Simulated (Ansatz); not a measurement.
Computed with PBE (plane waves to 420 eV, PAW; Ansatz, a first-principles code).

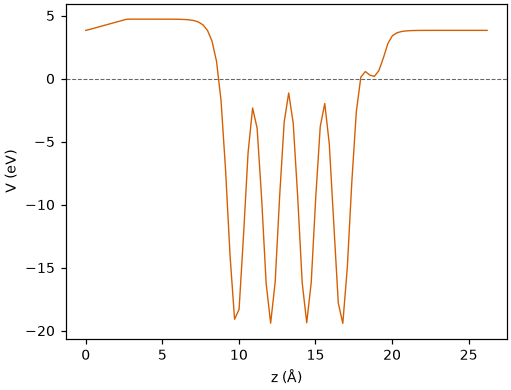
Figure: Planar average of the electrostatic potential across the slab, in eV from the Fermi level, for Ag on the 1x1 (110) surface of bcc Ta, one in a 2x2 cell, started at the site 'hollow Ta-Ta-Ta'

Model: 17-atom slab, 6.8 Å thick at the start under the adsorbate (thin: gaps and levels are the slab's own), 5x5x1 mesh, Fermi-Dirac 0.1 eV, dipole correction, 8 atoms held, the rest relaxed; symmetry of the start imposed; no spin, no spin-orbit, no U, no dispersion correction. At the end it is bonded to 4 Ta. In PBE it is, or lies within 0.03 eV of, the lowest of the starts that converged.

The vacuum level lies 3.83 eV above the Fermi level over the top face and 4.72 eV above it under the bottom face.
